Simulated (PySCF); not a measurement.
System: C5H11Al (SMILES C[C@H]1C[CH2][AlH][CH2]1).

```yaml
atoms:
  - { symbol: C, position_ang: [-2.0425, -0.2551, -0.4227] }
  - { symbol: C, position_ang: [-0.5304, -0.1258, -0.5423] }
  - { symbol: C, position_ang: [0.0059, 1.0823, 0.2508] }
  - { symbol: C, position_ang: [1.5371, 1.1996, 0.1480] }
  - { symbol: Al, position_ang: [2.0413, -0.7023, 0.1543] }
  - { symbol: C, position_ang: [0.2264, -1.4046, -0.1212] }
  - { symbol: H, position_ang: [-2.5582, 0.6603, -0.7566] }
  - { symbol: H, position_ang: [-2.4211, -1.0960, -1.0238] }
  - { symbol: H, position_ang: [-2.3325, -0.4389, 0.6256] }
  - { symbol: H, position_ang: [-0.2922, 0.0664, -1.6079] }
  - { symbol: H, position_ang: [-0.2828, 0.9439, 1.3107] }
  - { symbol: H, position_ang: [-0.5084, 2.0015, -0.0817] }
  - { symbol: H, position_ang: [1.8205, 1.6438, -0.8266] }
  - { symbol: H, position_ang: [1.9689, 1.8627, 0.9138] }
  - { symbol: H, position_ang: [3.4494, -1.4295, 0.3176] }
  - { symbol: H, position_ang: [-0.1724, -1.7589, 0.8521] }
  - { symbol: H, position_ang: [0.0756, -2.2377, -0.8260] }
```

Geometry: PBE0-D3(BJ)/def2-SVP.

Computed with CAM-B3LYP/def2-SVPD, SCF density, gas phase in PySCF 2.14.0.

Question: Predict the electron density and electron localisation function between the atoms.

Answer: C–Al (1.97 Å): the density is about 0.72 e/Å³ at the midpoint; the ELF peaks at about 0.95 between the atoms; a shared but strongly polarised pair.
Al–H (1.59 Å): ρ is about 0.53 e/Å³ halfway; the ELF climbs to about 1 towards the hydrogen.

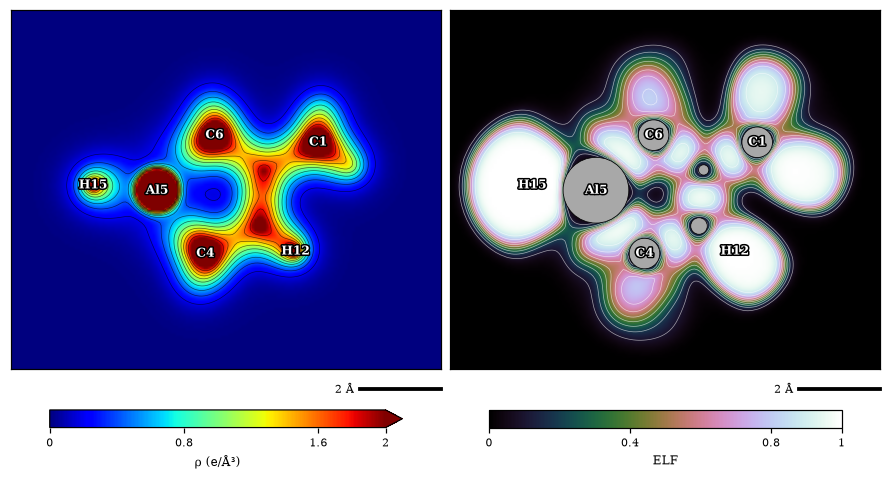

Computed electron density and electron localisation function on the plane of atoms C4, Al5 and C6, in this order. Grey discs cover the atomic cores in the ELF map. 
